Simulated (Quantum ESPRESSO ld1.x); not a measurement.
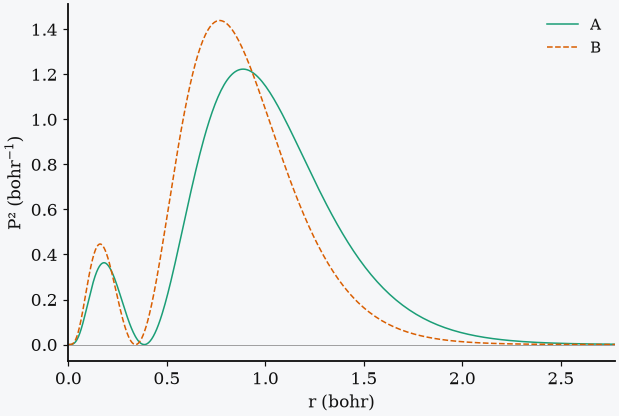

Two nuclei with the same 14 electrons, [Ne] 3s2 3p2, were computed: Sc⁷⁺; V⁹⁺. Method: scalar-relativistic Kohn-Sham, relativistic LDA (MacDonald-Vosko exchange, VWN5 correlation), spin-unpolarised, spherical densities, point nucleus; computed with Quantum ESPRESSO ld1.x 7.5.

The plot shows P² of the 3p orbital in both runs (large components where relativistic).

### Which curve belongs to which run?

A is Sc⁷⁺ (⟨r⟩ = 0.991 bohr, eigenvalue −145.8 eV); B is V⁹⁺ (⟨r⟩ = 0.849 bohr, eigenvalue −214.8 eV). The larger nuclear charge pulls the orbital in.
